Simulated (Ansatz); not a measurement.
C (diamond)

```yaml
crystal:
  lattice:
    - [0.00000, 3.57157, 3.57157]
    - [1.78578, 1.78578, 3.57157]
    - [1.78578, 1.78578, 0.00000]
  atoms:
    - { symbol: C, position: [0.00000, 0.50000, 0.50000] }
    - { symbol: C, position: [0.50000, 0.50000, 0.50000] }
    - { symbol: C, position: [0.00000, 0.75000, 0.75000] }
    - { symbol: C, position: [0.50000, 0.75000, 0.75000] }
```

A phonon eigenvector at X = (0.5, 0.5, 0.0) is frozen into this cell: atom i moves by Q times the vector below, so Q is the largest atomic displacement, in Å. The cell is held. It is one choice among 2 degenerate patterns. (q is in reciprocal vectors of the primitive cell; the cell shown is doubled to hold the pattern.)

```
atom      x      y       z
----  -----  -----  ------
C3    0.000  0.000  -1.000
C4    0.000  0.000   1.000
```

Atoms not listed stay in place.

Level of theory: PBE (plane waves to 420 eV, PAW, scalar-relativistic; Ansatz, a quantum-chemistry and plane-wave program). k mesh 16×16×16 (Γ-centred), Fermi-Dirac smearing 0.05 eV. Energies are smeared free energies. Compression counts positive. C was relaxed with its symmetry unable to fall. The zero of ΔE is the undisplaced structure.

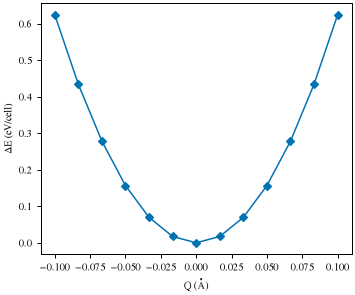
Fig. 1. ΔE (eV/cell) against Q (Å); markers are the computed points, lines only join them.

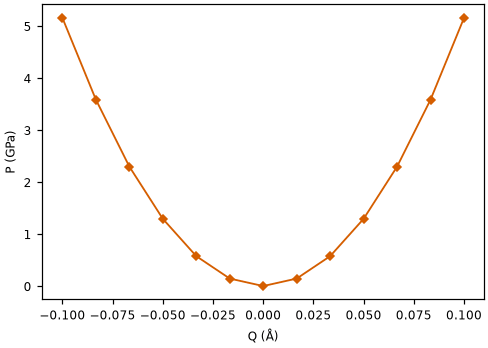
*P (GPa) against Q (Å); markers are the computed points, lines only join them.*

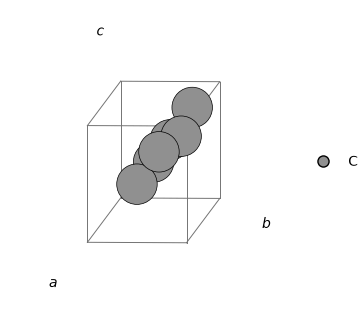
The cell of the calculation at Q = 0.100 Å.

The energy at Q = 0.100 Å is 624 meV/cell. Harmonic wavenumber from the curvature (finite differences): 1192 cm⁻¹. Space group of the distorted cell: P-4m2 (No. 115), lowered from Fd-3m. Symmetry of the curve: even: the same for both signs. Shape of the curve: a single well with its minimum at or next to zero displacement.

E″ = 125.43 eV/Å², M = Σ mᵢ|uᵢ|² = 24.0 u, ν̃ = 521.5·√(|E″|/M).

(A displaced cell: forces are minus the slopes of the energy, force constants its curvatures, and phonons follow from these.)
